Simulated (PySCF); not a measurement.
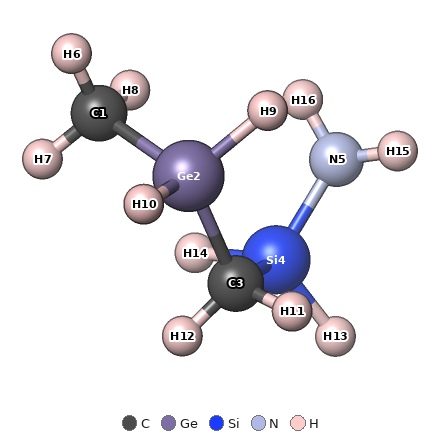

C₂H₁₁GeNSi, SMILES [CH3][GeH2][CH2][SiH2]N, singlet. Vertical core-electron binding energies by ΔSCF (SCAN, pcX-2 on the ionised atom, pcseg-1 elsewhere, spin-free X2C; PySCF 2.14.0, at a PBE0-D3(BJ)/def2-SVP geometry (no frequency check)), gas phase, against the vacuum level. One atom of each kind was ionised; within a panel, areas follow the number of like atoms and 2j + 1 (2p levels are split by first-order spin-orbit coupling, an approximation), Gaussians of 0.4 eV full width. Only the regions named are shown.

### Predict the Si 2p photoelectron lines.

```csv
level,atoms,binding energy (eV)
Si 2p1/2,Si4,107.2
Si 2p3/2,Si4,106.6
```

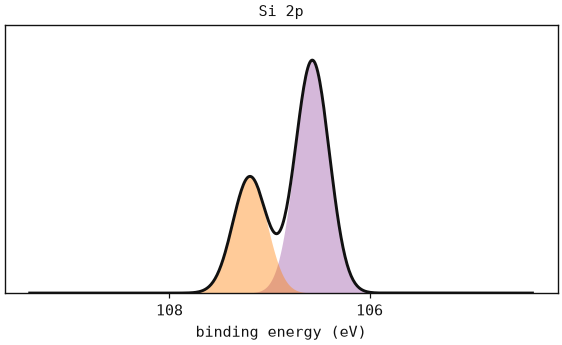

Note: one conformer of a flexible molecule.
